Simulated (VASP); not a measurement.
Band structure of Sb (space group R-3m). Level of theory: PBE GGA, VASP's PBE PAW potentials (set 64) (plane waves; VASP).

Unless said otherwise, spin-orbit coupling is left out, though it shifts the bands of the heavy elements here.

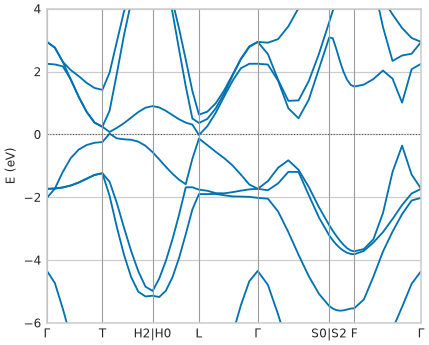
Figure: Bands along high-symmetry lines, zero at the valence-band maximum or, without a gap, the Fermi level

Question: Read the plot: is there a gap, and where are the band edges?

Answer: It has no gap at this level: it comes out as a metal or semimetal.

The structure is a typed Sb crystal (R-3m). The cell was not relaxed at this level.
